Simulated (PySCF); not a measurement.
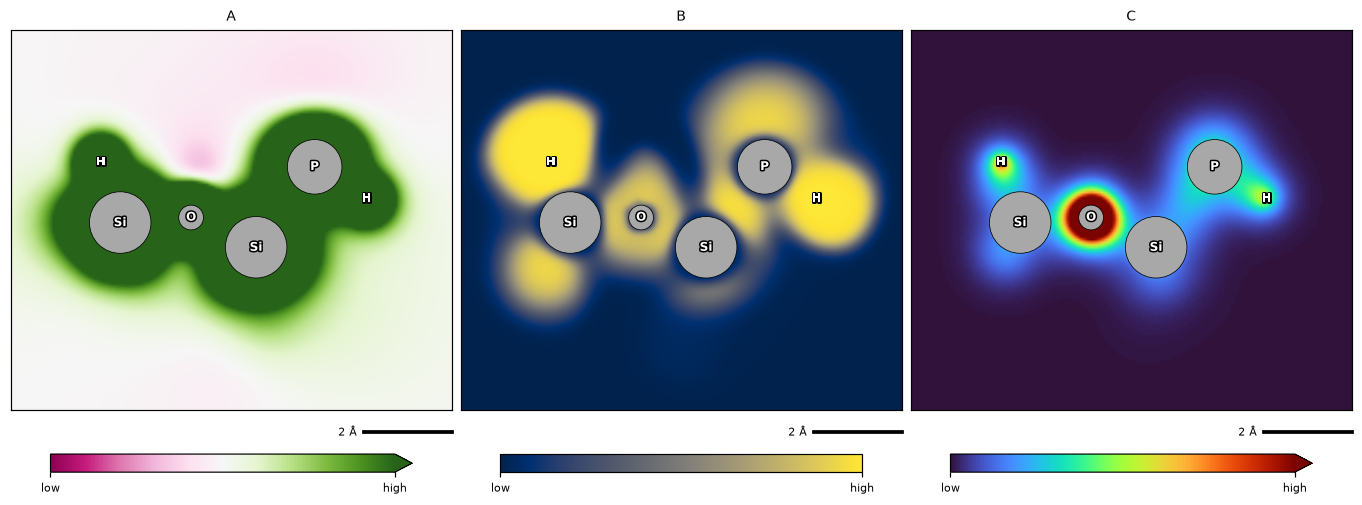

C₂H₁₂OP₂Si₂: 3 fields on the plane of atoms P4, Si3 and O6, with unlabelled colour scales. Grey discs cover the atomic cores.

Geometry: GFN2-xTB.

Theory: PySCF 2.14.0, PBE0/pcSseg-1, SCF density, gas phase, non-relativistic.

```xyz
19

C    -1.7743   -1.1026   -1.1043
C    -1.3669   -0.7663    0.3229
Si    0.0345    0.5336    0.3617
P    -0.5207    2.2613   -0.9868
P     0.6038    0.8812    2.5296
O     1.3645   -0.0411   -0.3784
Si    2.4823   -1.2037   -0.5842
H    -2.1083   -0.2058   -1.6252
H    -0.9282   -1.5128   -1.6505
H    -2.5841   -1.8304   -1.1217
H    -1.0325   -1.6704    0.8334
H    -2.2333   -0.3958    0.8729
H    -1.5342    2.7273   -0.1612
H     0.4005    3.1417   -0.4417
H     1.3983    1.9829    2.2581
H    -0.4979    1.6737    2.8041
H     1.7845   -2.4277   -0.9760
H     3.3195   -0.6578   -1.6461
H     3.1827   -1.3780    0.6860
```

Q: Match the panels to the quantities (electron density, electron localisation function and electrostatic potential).

A: Panel A: electrostatic potential (strongly positive close to the atoms, with negative regions outside electron-rich atoms). Panel B: electron localisation function. Panel C: electron density. From the grid: Si–O (1.63 Å): the density is about 1.1 e/Å³ at the midpoint; the ELF peaks at about 0.85 between the atoms; a polar covalent bond. Si–P (2.26 Å): ρ is about 0.74 e/Å³ halfway, with its minimum of 0.65 e/Å³ about 0.8 Å from Si; the ELF peaks at about 0.95 between the atoms: a covalent bond.
